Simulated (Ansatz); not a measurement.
## Electronic structure of CH6ClFOSi2 in real space

The calculation's input:

```
crystal:
  periodic: [false, false, false]
  atoms:
    - { symbol: F, position_ang: [0.8056, 2.4603, -0.0759] }
    - { symbol: Si, position_ang: [0.5275, 0.9275, 0.3107] }
    - { symbol: C, position_ang: [1.7743, -0.1407, -0.5351] }
    - { symbol: Cl, position_ang: [3.3961, 0.1412, 0.1405] }
    - { symbol: O, position_ang: [-1.0374, 0.5905, -0.1223] }
    - { symbol: Si, position_ang: [-2.1314, -0.6302, 0.0825] }
    - { symbol: H, position_ang: [0.6256, 0.7948, 1.7868] }
    - { symbol: H, position_ang: [1.5501, -1.2027, -0.402] }
    - { symbol: H, position_ang: [1.8217, 0.0642, -1.6082] }
    - { symbol: H, position_ang: [-3.3643, -0.3342, -0.6837] }
    - { symbol: H, position_ang: [-1.5243, -1.8882, -0.4162] }
    - { symbol: H, position_ang: [-2.4433, -0.7824, 1.5228] }
basis:
  gaussian:
    orbitals: "6-31G*"
hamiltonian:
  xc: pbe0
output:
  orbitals: {}
  forces: true
```

Launched as:

```sh
python run_energy.py
```

Not at a stationary point (largest force 1.4 eV/Å).

Method: SCF PBE0, Gaussian basis in Ansatz 0.2.0.

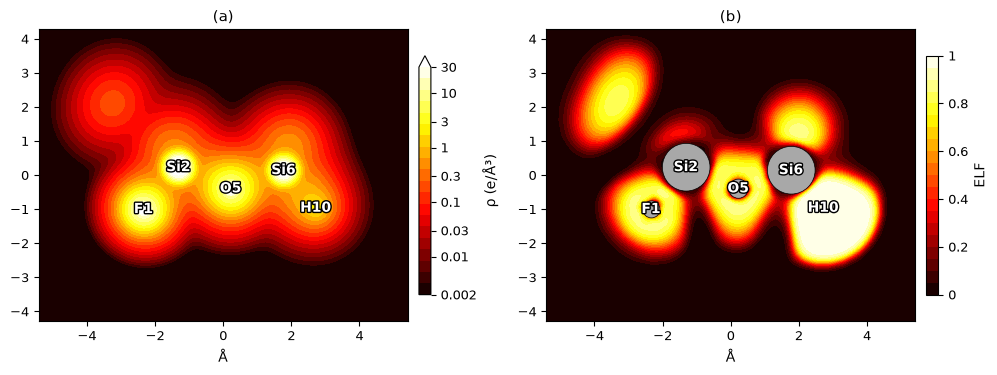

Figure 1. (a) total electron density; (b) ELF on the plane of atoms F1, Si2 and O5. Grey discs cover the atomic cores in the ELF map.

### Describe what can be read from this map.

The plane passes through F, Si, O and H nuclei.
Si–F (1.61 Å): the density is about 1.1 e/Å³ at the midpoint; the ELF peaks at about 0.85 in the valence shell of F, 0.6 Å from its nucleus, and is about 0.45 at the midpoint.
Si–O (1.65 Å): ρ is about 1.1 e/Å³ halfway; the ELF peaks at about 0.85 between the atoms: a polar covalent bond.
Si–H (1.48 Å): the density is about 0.8 e/Å³ at the midpoint; the ELF climbs to about 1 towards the hydrogen, as it does in any bond to H.
The ELF also peaks beside F1, O5 and Cl4, away from the bonds: lone-pair regions.

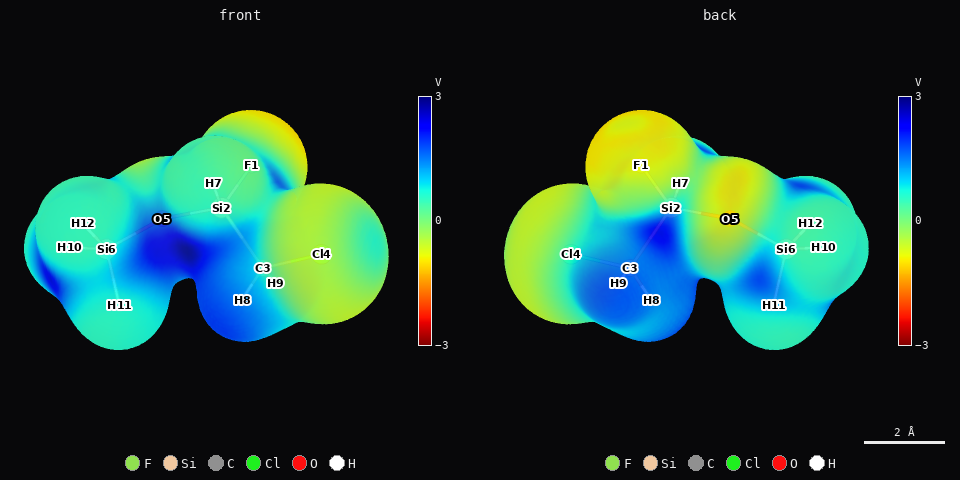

Figure 2. The molecular electrostatic potential painted on the density surface at 0.004 e/bohr³, seen from the front and from behind; the colour scale runs from red (negative) to blue (positive).

### Describe the electrostatic potential map.

The most negative region (about −1.0 V) lies over F1 and O5, the most positive (about +2.5 V) over Si2. Cl4 shows a σ-hole: about +0.7 V at the tip opposite its bond, against about −0.5 V on its flanks.

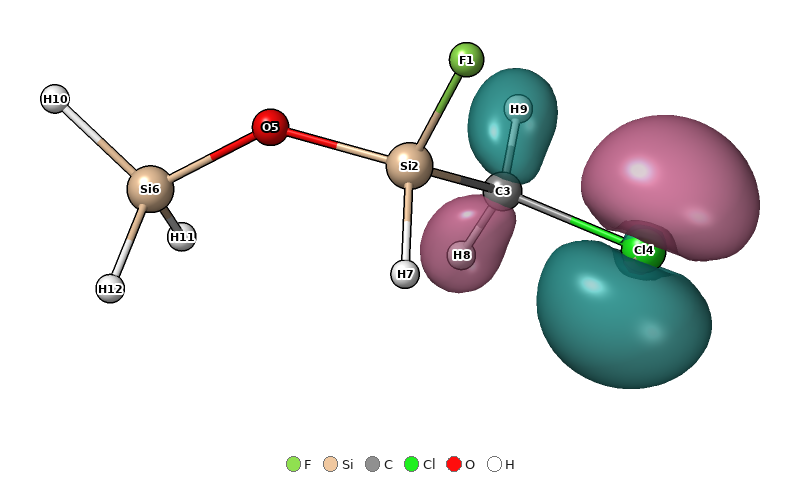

Figure 3. The HOMO−1 at ±0.15 Å⁻³ᐟ² (teal and pink are the two phases), seen from one side.

### What is the character of this orbital?

It lies mainly on Cl4 (about 85 %) and C3 (about 10 %); largely a lone pair of Cl4. Its energy is −8.72 eV.
